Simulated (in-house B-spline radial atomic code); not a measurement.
Pd⁸⁺ (Z = 46, 38 electrons) in the configuration [Kr] 4d2 (high spin). All runs are scalar-relativistic, spin-polarised and spherical, computed with an in-house B-spline radial code (spin-free X2C). Hartree-Fock is the average over the configuration. Wanted, and plotted below: the eigenvalue (eV) of the 4p down orbital by 6 methods.

The deepest is Hartree-Fock (−194.7) and the shallowest AM05 (−183.9), a spread of 10.8 eV. In order (eV): Hartree-Fock (−194.7), r2SCAN (−184.9), TPSS (−184.2), LDA (PW92) (−184.1), PW91 (−184.0), AM05 (−183.9). On the whole, exact exchange removes self-interaction and deepens occupied levels.

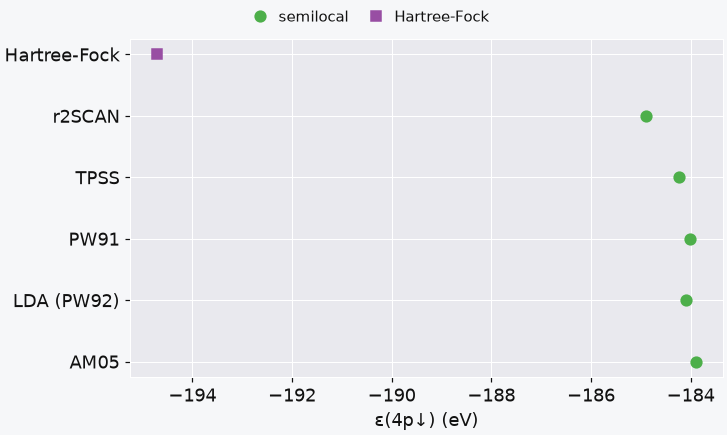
